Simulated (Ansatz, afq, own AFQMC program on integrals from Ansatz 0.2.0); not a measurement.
# H₂O (triplet): AFQMC on the coupled-cluster ladder at distance H1–H2 along a hydrogen transfer = 0.811 Å, cc-pVTZ

Aim: compute H₂O (triplet) with auxiliary-field quantum Monte Carlo on the same integrals as coupled cluster, and set the energies side by side.

The runs use Ansatz 0.2.0, Gaussian basis, and an in-house AFQMC program (afq) on its integrals; all values are calculated; cc-pVTZ, frozen cores.

Plan: PBE (unrestricted); r2SCAN (unrestricted); PBE0 (unrestricted); B3LYP (unrestricted); wB97M-V (unrestricted); B2PLYP (unrestricted); CCSD(T) on UHF; CCSDT(Q) on UHF; Phaseless AFQMC, CISD trial on UHF; Phaseless AFQMC, single-determinant trial on UHF.

## Step 1: The system

The geometry derives from fragments relaxed apart (PBE0/def2-TZVP) and kept rigid, so it is no stationary point. A hydrogen atom is moved between rigid fragments.

3 atoms, charge 0, spin multiplicity 3.

Atoms are counted from 1 here; the program's logs count them from 0.

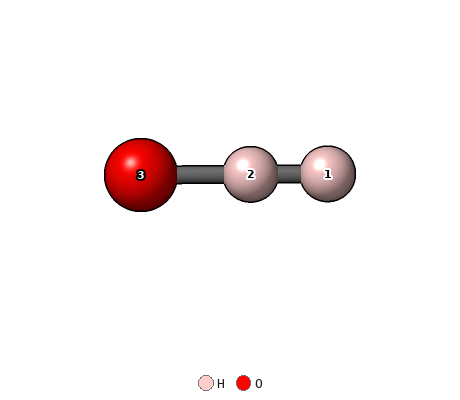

The structure; hydrogen pink, oxygen red; atoms are numbered from 1 in the order of the file.

## Step 2: PBE (unrestricted)

in.yaml reads:

```yaml
crystal:
  periodic: [false, false, false]
  atoms:
    - {symbol: H, position_ang: [0.000000, 0.000000, -0.925667]}
    - {symbol: H, position_ang: [0.000000, 0.000000, -0.114667]}
    - {symbol: O, position_ang: [0.000000, 0.000000, 1.040333]}
basis:
  gaussian: {orbitals: cc-pVTZ}
magnetization: {spin_polarized: true, initial_magnetization: 2}
hamiltonian: {xc: {name: PBE}}
output: {orbitals: {seedname: orbitals}}
```

On the command line:

```
> ansatz run in.yaml --threads 1 --pin off --events-out ev --progress --plain --max-ram 5632MiB --backend cpu
```

The program printed:

```text
Functional definition: PBE
  name "PBE"
  cite "Perdew, Burke & Ernzerhof, Phys. Rev. Lett. 77, 3865 (1996) doi:10.1103/PhysRevLett.77.3865"
  parent pbe
  parameter kappa = 0.804
  parameter beta = 0.06672455060314922
  exchange = pbe_x(kappa = kappa, mu = beta*pi^2/3)
  correlation = pbe_c(beta = beta)
287 factors; their error is unknown
mean field evaluation 1: about -2071.8392 eV, gradient 1.5e1 eV
mean field evaluation 2: about -2071.2286 eV, gradient 2.0e1 eV
mean field evaluation 4: about -2072.6026 eV, gradient 7.8e-1 eV
mean field evaluation 8: about -2072.5983 eV, gradient 1.5e-1 eV
mean field evaluation 16: about -2072.3544 eV, gradient 9.4e0 eV
mean field -2072.59835276 eV, -76.1665846063 hartree, gradient 3.2e-5 eV, S^2 2.005594; 2 other end points of the search recorded, 0 dependent functions left out
reference -2072.59837550 eV, -76.1665854420 hartree; 6, 4 occupied and 52, 54 virtual orbitals, 287 factors
Total energy: -2072.59837550 eV, -76.1665854420 hartree
```

Wall time 0.51 s (1 thread of AMD EPYC 7R13 (Zen 3), shared host); peak memory 1.5 GiB.

From the report: ⟨S²⟩ of the determinant 2.006 (pure triplet: 2.00).

## Step 3: r2SCAN (unrestricted)

in.yaml, as its differences from that of step 2:

```diff
@@ -9,3 +9,2 @@
 magnetization: {spin_polarized: true, initial_magnetization: 2}
-hamiltonian: {xc: {name: PBE}}
-output: {orbitals: {seedname: orbitals}}
+hamiltonian: {xc: {name: r2SCAN}}
```

The command is unchanged.

The program printed:

```text
Functional definition: r2SCAN
  name "r2SCAN"
  cite "Furness, Kaplan, Ning, Perdew & Sun, J. Phys. Chem. Lett. 11, 8208 (2020) doi:10.1021/acs.jpclett.0c02405"
  cite "Furness, Kaplan, Ning, Perdew & Sun, J. Phys. Chem. Lett. 11, 9248 (2020) doi:10.1021/acs.jpclett.0c03077"
  parent r2scan
  parameter k0 = 0.174
  parameter k1 = 0.065
  parameter a1 = 4.9479
  exchange = r2scan_x(k0 = k0, k1 = k1, a1 = a1)
  correlation = r2scan_c
287 factors; their error is unknown
mean field evaluation 1: about -2073.3523 eV, gradient 1.3e1 eV
mean field evaluation 2: about -2073.1965 eV, gradient 1.5e1 eV
mean field evaluation 4: about -2073.9617 eV, gradient 8.1e-1 eV
mean field evaluation 8: about -2073.9582 eV, gradient 1.6e-1 eV
mean field -2073.95829605 eV, -76.2165616004 hartree, gradient 2.6e-5 eV, S^2 2.010672; 0 other end points of the search recorded, 0 dependent functions left out
reference -2073.95830299 eV, -76.2165618556 hartree; 6, 4 occupied and 52, 54 virtual orbitals, 287 factors
Total energy: -2073.95830299 eV, -76.2165618556 hartree
```

It took 0.75 s on 1 thread of AMD EPYC 7R13 (Zen 3), shared host; peak memory 1.5 GiB.

From the report: ⟨S²⟩ of the determinant 2.011 (pure triplet: 2.00).

## Step 4: PBE0 (unrestricted)

in.yaml, as its differences from that of step 3:

```diff
@@ -9,2 +9,3 @@
 magnetization: {spin_polarized: true, initial_magnetization: 2}
-hamiltonian: {xc: {name: r2SCAN}}
+hamiltonian: {xc: {name: PBE0}}
+output: {orbitals: {seedname: orbitals}}
```

The command is unchanged.

The program printed:

```text
Functional definition: PBE0
  name "PBE0"
  cite "Adamo & Barone, J. Chem. Phys. 110, 6158 (1999) doi:10.1063/1.478522"
  cite "Perdew, Burke & Ernzerhof, Phys. Rev. Lett. 77, 3865 (1996) doi:10.1103/PhysRevLett.77.3865"
  parent pbe
  parameter a = 0.25
  parameter kappa = 0.804
  parameter beta = 0.06672455060314922
  exchange = (1 - a)*pbe_x(kappa = kappa, mu = beta*pi^2/3) + a*exact_x
  correlation = pbe_c(beta = beta)
287 factors; their error is unknown
mean field evaluation 1: about -2072.1879 eV, gradient 1.1e1 eV
mean field evaluation 2: about -2072.1927 eV, gradient 1.1e1 eV
mean field evaluation 4: about -2072.6383 eV, gradient 3.5e-1 eV
mean field evaluation 8: about -2072.6365 eV, gradient 3.7e-3 eV
mean field -2072.63650203 eV, -76.1679865660 hartree, gradient 2.7e-5 eV, S^2 2.010631; 0 other end points of the search recorded, 0 dependent functions left out
reference -2072.63651948 eV, -76.1679872074 hartree; 6, 4 occupied and 52, 54 virtual orbitals, 287 factors
Total energy: -2072.63651948 eV, -76.1679872074 hartree
```

Run time: 0.36 s. Hardware: 1 thread of AMD EPYC 7R13 (Zen 3), shared host; peak memory 1.5 GiB.

From the report: ⟨S²⟩ of the determinant 2.011 (pure triplet: 2.00).

## Step 5: B3LYP (unrestricted)

in.yaml, as its differences from that of step 4:

```diff
@@ -9,3 +9,2 @@
 magnetization: {spin_polarized: true, initial_magnetization: 2}
-hamiltonian: {xc: {name: PBE0}}
-output: {orbitals: {seedname: orbitals}}
+hamiltonian: {xc: {name: B3LYP}}
```

Same command.

The program printed:

```text
Functional definition: B3LYP
  name "B3LYP"
  cite "Stephens, Devlin, Chabalowski & Frisch, J. Phys. Chem. 98, 11623 (1994) doi:10.1021/j100096a001"
  cite "Becke, Phys. Rev. A 38, 3098 (1988) doi:10.1103/PhysRevA.38.3098"
  cite "Lee, Yang & Parr, Phys. Rev. B 37, 785 (1988) doi:10.1103/PhysRevB.37.785"
  cite "Vosko, Wilk & Nusair, Can. J. Phys. 58, 1200 (1980) doi:10.1139/p80-159"
  parameter a0 = 0.2
  parameter ax = 0.72
  parameter ac = 0.81
  exchange = (1 - a0 - ax)*slater_x + ax*b88_x + a0*exact_x
  correlation = (1 - ac)*vwn_rpa_c + ac*lyp_c
287 factors; their error is unknown
mean field evaluation 1: about -2074.4918 eV, gradient 1.3e1 eV
mean field evaluation 2: about -2074.3220 eV, gradient 1.4e1 eV
mean field evaluation 4: about -2075.0435 eV, gradient 4.4e-1 eV
mean field evaluation 8: about -2075.0412 eV, gradient 1.4e-3 eV
mean field -2075.04115045 eV, -76.2563557656 hartree, gradient 7.8e-5 eV, S^2 2.008882; 0 other end points of the search recorded, 0 dependent functions left out
reference -2075.04129829 eV, -76.2563611986 hartree; 6, 4 occupied and 52, 54 virtual orbitals, 287 factors
Total energy: -2075.04129829 eV, -76.2563611986 hartree
```

Wall time 0.39 s (1 thread of AMD EPYC 7R13 (Zen 3), shared host); peak memory 1.5 GiB.

From the report: ⟨S²⟩ of the determinant 2.009 (pure triplet: 2.00).

## Step 6: wB97M-V (unrestricted)

in.yaml, as its differences from that of step 5:

```diff
@@ -9,2 +9,3 @@
 magnetization: {spin_polarized: true, initial_magnetization: 2}
-hamiltonian: {xc: {name: B3LYP}}
+hamiltonian: {xc: {name: wB97M-V}}
+output: {orbitals: {seedname: orbitals}}
```

Same command.

The program printed, cut to the lines that bear on the results:

```text
Functional definition: wB97M-V
  name "wB97M-V"
  cite "Mardirossian & Head-Gordon, J. Chem. Phys. 144, 214110 (2016) doi:10.1063/1.4952647"
  cite "Becke, J. Chem. Phys. 107, 8554 (1997) doi:10.1063/1.475007"
  cite "Vydrov & Van Voorhis, J. Chem. Phys. 133, 244103 (2010) doi:10.1063/1.3521275"
  # Of w^i u^j: cxij and so on, Table III.
[...]
  gx(w, u) = 1 - cx + cx01*u + cx10*w
  gss(w, u) = css00 + css04*u^4 + css10*w + css20*w^2 + css43*w^4*u^3
  gos(w, u) = cos00 + cos10*w + (cos20 + cos21*u)*w^2 + (cos60 + cos61*u)*w^6
[...]
      + integral(e_c_pw_mod_opposite_spin*gos(b97_w_opposite, b97_u_opposite)) + vv10(b, c)
287 factors; their error is unknown
69 factors; integrals over basis functions are off by at most 4.1e-5 eV
[...]
mean field -2073.85051210 eV, -76.2126006134 hartree, gradient 8.5e-5 eV, S^2 2.008923; 0 other end points of the search recorded, 0 dependent functions left out
reference -2073.85053429 eV, -76.2126014286 hartree; 6, 4 occupied and 52, 54 virtual orbitals, 287 factors
Total energy: -2073.85053429 eV, -76.2126014286 hartree
```

It took 1.2 s on 1 thread of AMD EPYC 7R13 (Zen 3), shared host; peak memory 1.5 GiB.

From the report: ⟨S²⟩ of the determinant 2.009 (pure triplet: 2.00).

## Step 7: B2PLYP (unrestricted)

in.yaml, as its differences from that of step 6:

```diff
@@ -9,3 +9,3 @@
 magnetization: {spin_polarized: true, initial_magnetization: 2}
-hamiltonian: {xc: {name: wB97M-V}}
-output: {orbitals: {seedname: orbitals}}
+hamiltonian: {xc: {name: B2PLYP}}
+correlation: {electrons: outside_noble_gas}
```

The command is unchanged.

The program printed, cut to the lines that bear on the results:

```text
Functional definition: B2PLYP
  name "B2PLYP"
  cite "Grimme, J. Chem. Phys. 124, 034108 (2006) doi:10.1063/1.2148954"
  cite "Becke, Phys. Rev. A 38, 3098 (1988) doi:10.1103/PhysRevA.38.3098"
  cite "Lee, Yang & Parr, Phys. Rev. B 37, 785 (1988) doi:10.1103/PhysRevB.37.785"
[...]
330 factors; integrals over basis functions are off by at most 1.2e-3 eV
[...]
mean field -2071.62234927 eV, -76.1307171395 hartree, gradient 1.2e-6 eV, S^2 2.018834; 0 other end points of the search recorded, 0 dependent functions left out
1 core orbitals not correlated: weight in the atoms' cores, before any rotation towards them, 1.000 or more for the frozen orbitals, at most 0.000 for the correlated occupied ones
reference -2071.62244477 eV, -76.1307206493 hartree; 5, 3 occupied and 52, 54 virtual orbitals, 330 factors
second order -6.63114876 eV of doubles, -0.00000000 eV of singles
Total energy: -2073.41285494 eV, -76.1965170093 hartree
```

It took 0.48 s on 1 thread of AMD EPYC 7R13 (Zen 3), shared host; peak memory 1.5 GiB.

From the report: ⟨S²⟩ of the determinant 2.019 (pure triplet: 2.00).

## Step 8: CCSD(T) on UHF

in.yaml, as its differences from that of step 7:

```diff
@@ -9,3 +9,2 @@
 magnetization: {spin_polarized: true, initial_magnetization: 2}
-hamiltonian: {xc: {name: B2PLYP}}
-correlation: {electrons: outside_noble_gas}
+correlation: {method: ccsd_t, electrons: outside_noble_gas, hamiltonian_folder: ham}
```

On the command line:

```
> ansatz run in.yaml --threads 1 --pin off --events-out ev --progress --plain --max-ram 16896MiB --backend cuda --devices 0, --max-vram 18GiB
```

The program printed, cut to the lines that bear on the results:

```text
Functional definition: HF
  name "HF"
  cite "Fock, Z. Phys. 61, 126 (1930) doi:10.1007/BF01340294"
  parent pbe
[...]
330 factors; integrals over basis functions are off by at most 1.2e-3 eV
[...]
mean field -2065.02911656 eV, -75.8884203064 hartree, gradient 2.4e-6 eV, S^2 2.039976; 6 other end points of the search recorded, 0 dependent functions left out
determinant -2065.02911656 eV, -75.8884203064 hartree, with singles and doubles -2071.13607853 eV, -76.1128470195 hartree
determinant -2063.61961312 eV, -75.8366220105 hartree, with singles and doubles -2069.28815188 eV, -76.0449369678 hartree
1 core orbitals not correlated: weight in the atoms' cores, before any rotation towards them, 1.000 or more for the frozen orbitals, at most 0.000 for the correlated occupied ones
reference -2065.02911656 eV, -75.8884203064 hartree; 5, 3 occupied and 52, 54 virtual orbitals, 330 factors
second order -5.45605462 eV of doubles, -0.00000000 eV of singles
cycle   1  -6.05732810 eV  change   -7.3e-1 eV  update   1.5e-2
[...]
cycle   9  -6.07960487 eV  change    4.7e-6 eV  update   3.4e-6
perturbative correction -0.14917619 eV, -0.0054821238 hartree
Total energy: -2071.25789762 eV, -76.1173237884 hartree
```

Run time: 4.4 s. Hardware: 1 × NVIDIA H100 80GB HBM3 with 1 thread of AMD EPYC 7R13 (Zen 3), shared host; peak host memory 1.5 GiB.

From the report: ⟨S²⟩ of the determinant 2.040 (pure triplet: 2.00); correlation -6.2288 eV; T1 0.020; largest double amplitude 0.06.

This run also writes the integrals to the folder ham.

## Step 9: CCSDT(Q) on UHF

in.yaml, as its differences from that of step 8:

```diff
@@ -9,2 +9,2 @@
 magnetization: {spin_polarized: true, initial_magnetization: 2}
-correlation: {method: ccsd_t, electrons: outside_noble_gas, hamiltonian_folder: ham}
+correlation: {method: ccsdt_q, electrons: outside_noble_gas}
```

Launched as before.

The program printed, cut to the lines that bear on the results:

```text
Functional definition: HF
  name "HF"
  cite "Fock, Z. Phys. 61, 126 (1930) doi:10.1007/BF01340294"
  parent pbe
[...]
641 factors; integrals over basis functions are off by at most 2.0e-7 eV
[...]
mean field -2065.02911839 eV, -75.8884203739 hartree, gradient 2.3e-6 eV, S^2 2.039976; 6 other end points of the search recorded, 0 dependent functions left out
determinant -2065.02911839 eV, -75.8884203739 hartree, with singles and doubles -2071.13609091 eV, -76.1128474743 hartree
determinant -2063.61961436 eV, -75.8366220562 hartree, with singles and doubles -2069.28816148 eV, -76.0449373204 hartree
1 core orbitals not correlated: weight in the atoms' cores, before any rotation towards them, 1.000 or more for the frozen orbitals, at most 0.000 for the correlated occupied ones
reference -2065.02911839 eV, -75.8884203739 hartree; 5, 3 occupied and 52, 54 virtual orbitals, 641 factors
second order -5.45606730 eV of doubles, -0.00000000 eV of singles
cycle   1  -5.84191826 eV  change   -3.9e-1 eV  update   5.6e-2
[...]
cycle  16  -6.24227733 eV  change   -1.4e-7 eV  update   2.0e-7
perturbative correction -0.00565089 eV, -0.0002076665 hartree
Total energy: -2071.27704662 eV, -76.1180275012 hartree
```

Run time: 7 s. Hardware: 1 × NVIDIA H100 80GB HBM3 with 1 thread of AMD EPYC 7R13 (Zen 3), shared host; peak host memory 1.5 GiB.

From the report: ⟨S²⟩ of the determinant 2.040 (pure triplet: 2.00); correlation -6.2479 eV; T1 0.020; largest double amplitude 0.07.

## Step 10: Phaseless AFQMC, CISD trial on UHF

It reads the integrals that the CCSD(T) run on this determinant wrote.

On the command line:

```
> afq ham --method phaseless --trial cisd --walkers 4000 --populations 20 --least-time 60 --time-step 0.005 --steps-per-block 50 --equilibration-blocks 28 --max-blocks 4000 --target-error 0.00017 --factor-cut 1e-05 --start spin_pure --seed 2479 --release-times 0.24,0.51,0.99,1.62,2.4 --release-step 0.03 --release-every 3 --taylor-order 6
```

The program printed:

```text
orbitals 57  electrons 5 3  factors 329 of 330
reference energy -75.88842031 Eh
CCSD correlation -0.22342133 Eh in 11 cycles, weight of the determinant in the CISD state 0.9332
energy of the start -76.110729 Eh
 block  time / (1/Eh)  mean weight  energy / Eh
     1     0.250  1.0000  -76.112206
     2     0.500  0.9998  -76.114417
     3     0.750  1.0002  -76.115924
     4     1.000  0.9998  -76.116500
     5     1.250  1.0003  -76.117675
     6     1.500  1.0003  -76.117501
     7     1.750  0.9996  -76.117626
     8     2.000  0.9998  -76.117287
     9     2.250  0.9998  -76.117845
    10     2.500  0.9997  -76.118175
    13     3.250  1.0000  -76.117818
    17     4.250  0.9997  -76.117868
    21     5.250  1.0001  -76.118193
    25     6.250  0.9994  -76.117718
    29     7.250  1.0000  -76.117388
    33     8.250  1.0003  -76.117402
    37     9.250  1.0001  -76.117715
    41    10.250  1.0000  -76.118038
    45    11.250  1.0003  -76.117393
    49    12.250  1.0002  -76.117698
    53    13.250  0.9999  -76.117764
    57    14.250  0.9999  -76.118645
    61    15.250  1.0003  -76.117644
    65    16.250  1.0000  -76.117805
    69    17.250  0.9998  -76.118002
    73    18.250  1.0001  -76.117746
    77    19.250  0.9996  -76.118020
    81    20.250  1.0000  -76.117535
    85    21.250  1.0005  -76.117606
    89    22.250  0.9996  -76.117095
    93    23.250  0.9998  -76.117755
    97    24.250  0.9999  -76.117634
   101    25.250  1.0002  -76.117549
   105    26.250  1.0001  -76.117710
   109    27.250  0.9997  -76.118356
   113    28.250  0.9998  -76.117479
   117    29.250  1.0006  -76.117783
   121    30.250  0.9995  -76.117186
   125    31.250  1.0002  -76.117625
   129    32.250  0.9996  -76.117468
   133    33.250  1.0003  -76.117667
   137    34.250  1.0002  -76.117941
   141    35.250  1.0006  -76.117905
   145    36.250  0.9999  -76.117779
   149    37.250  1.0001  -76.117621
   153    38.250  1.0001  -76.117171
   157    39.250  0.9996  -76.117879
   161    40.250  0.9999  -76.117848
   165    41.250  1.0000  -76.118293
   169    42.250  1.0002  -76.117411
   173    43.250  0.9998  -76.117729
error from the spread of 20 populations
released: time / (1/Eh)  energy / Eh  error  mean overlap
  0.24  -76.118335  0.000585  0.9967
  0.51  -76.117858  0.000033  0.9918
  0.99  -76.118739  0.000739  0.9865
  1.62  -76.120878  0.002834  0.9778
  2.40  -76.122254  0.004241  0.9742
energy -76.117637 +/- 0.000050 Eh
```

It took 3.2 min on 1 × NVIDIA H100 80GB HBM3 with 2 threads of AMD EPYC 7R13 (Zen 3), shared host; peak host memory 1.6 GiB.

Energy -2071.2664 ± 0.0014 eV. Caveats: constraint bias not in the error.

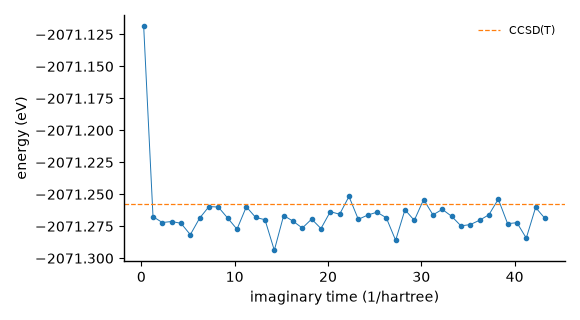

Block energies along the walk.

## Step 11: Phaseless AFQMC, single-determinant trial on UHF

It reads the integrals that the CCSD(T) run on this determinant wrote.

On the command line:

```
> afq ham --method phaseless --trial hf --walkers 4000 --populations 20 --least-time 40 --time-step 0.005 --steps-per-block 20 --equilibration-blocks 112 --max-blocks 4000 --target-error 0.0008500000000000001 --factor-cut 1e-05 --start spin_pure --seed 3801 --taylor-order 6
```

The program printed:

```text
orbitals 57  electrons 5 3  factors 329 of 330
reference energy -75.88842031 Eh
CCSD correlation -0.22342133 Eh in 11 cycles, weight of the determinant in the CISD state 0.9332
energy of the start -75.889557 Eh
 block  time / (1/Eh)  mean weight  energy / Eh
     1     0.100  1.0017  -75.977393
     2     0.200  1.0022  -76.023698
     3     0.300  1.0014  -76.050720
     4     0.400  1.0014  -76.068768
     5     0.500  1.0014  -76.079237
     6     0.600  1.0014  -76.089309
     7     0.700  1.0009  -76.095555
     8     0.800  1.0010  -76.102760
     9     0.900  1.0001  -76.106146
    10     1.000  1.0005  -76.108140
    13     1.300  1.0000  -76.110775
    17     1.700  0.9999  -76.113273
    21     2.100  0.9999  -76.119373
    25     2.500  0.9997  -76.115671
    29     2.900  0.9995  -76.112489
    33     3.300  0.9996  -76.117505
    37     3.700  1.0001  -76.117649
    41     4.100  1.0001  -76.112044
    45     4.500  0.9998  -76.115583
    49     4.900  1.0002  -76.118795
    53     5.300  0.9998  -76.115012
    57     5.700  0.9996  -76.118418
    61     6.100  0.9997  -76.117708
    65     6.500  1.0000  -76.116601
    69     6.900  1.0000  -76.115105
    73     7.300  0.9999  -76.113326
    77     7.700  1.0002  -76.116279
    81     8.100  0.9996  -76.116645
    85     8.500  1.0001  -76.113257
    89     8.900  0.9999  -76.118769
    93     9.300  0.9993  -76.117668
    97     9.700  1.0000  -76.121776
   101    10.100  0.9999  -76.114777
   105    10.500  1.0000  -76.111855
   109    10.900  1.0000  -76.110473
   113    11.300  1.0003  -76.115185
   117    11.700  0.9998  -76.114373
   121    12.100  1.0003  -76.119754
   125    12.500  0.9999  -76.121230
   129    12.900  0.9992  -76.115070
   133    13.300  0.9998  -76.115554
   137    13.700  0.9997  -76.111798
   141    14.100  0.9999  -76.113972
   145    14.500  0.9999  -76.114571
   149    14.900  1.0004  -76.112634
   153    15.300  1.0005  -76.112530
   157    15.700  1.0006  -76.110266
   161    16.100  0.9995  -76.114777
   165    16.500  0.9996  -76.112007
   169    16.900  1.0002  -76.114534
   173    17.300  1.0000  -76.115082
   177    17.700  0.9999  -76.116135
   181    18.100  0.9999  -76.114071
   185    18.500  0.9998  -76.113454
   189    18.900  1.0005  -76.115227
error from the spread of 20 populations
energy -76.114918 +/- 0.000621 Eh
```

Run time: 37 s. Hardware: 1 × NVIDIA H100 80GB HBM3 with 2 threads of AMD EPYC 7R13 (Zen 3), shared host; peak host memory 1.6 GiB.

Energy -2071.1924 ± 0.0169 eV. Caveats: constraint bias not in the error.

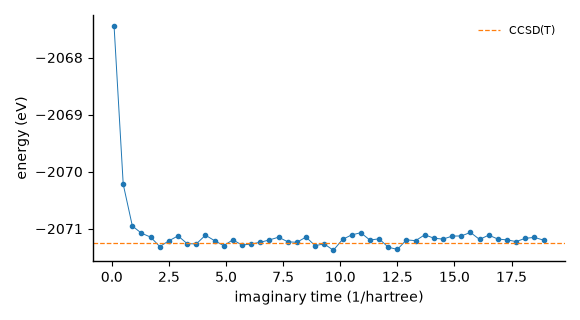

Block energies along the walk.

## Step 12: All levels side by side

On the UHF determinant, counted from CCSDT(Q) (a yardstick, not exact):

| level | energy (eV) | from CCSDT(Q) (kcal/mol) | statistical error (kcal/mol) | time |
| --- | --- | --- | --- | --- |
| HF | -2065.0291 | +144.08 |  |  |
| MP2 | -2070.4852 | +18.26 |  |  |
| CCSD | -2071.1087 | +3.88 |  |  |
| CCSD(T) | -2071.2579 | +0.44 |  |  |
| CCSDT(Q) | -2071.2770 | 0.00 |  |  |
| Phaseless AFQMC, CISD trial, step 0.005, 4000 walkers | -2071.2664 | +0.25 | 0.03 | 3.2 min |
| Phaseless AFQMC, single-determinant trial, step 0.005, 4000 walkers | -2071.1924 | +1.95 | 0.39 | 37 s |

The functionals' totals stand on their own zeros and serve differences with other points: PBE -2072.598 eV; r2SCAN -2073.958 eV; PBE0 -2072.637 eV; B3LYP -2075.041 eV; wB97M-V -2073.851 eV; B2PLYP -2073.413 eV.

## Step 13: Summary of results

| quantity | value |
| --- | --- |
| CCSD(T) on UHF from CCSDT(Q) | +0.44 kcal/mol |
| Phaseless AFQMC, CISD trial on UHF from CCSDT(Q) | +0.25 ± 0.03 kcal/mol |
| Phaseless AFQMC, single-determinant trial on UHF from CCSDT(Q) | +1.95 ± 0.39 kcal/mol |

In words: On UHF the phaseless walk with the CISD trial lies +0.25 kcal/mol from CCSDT(Q), 8 times its error bar. A single-determinant trial moves the result by +1.71 kcal/mol. Error bars are statistical and leave out the constraint, the time step and what remains of the start.
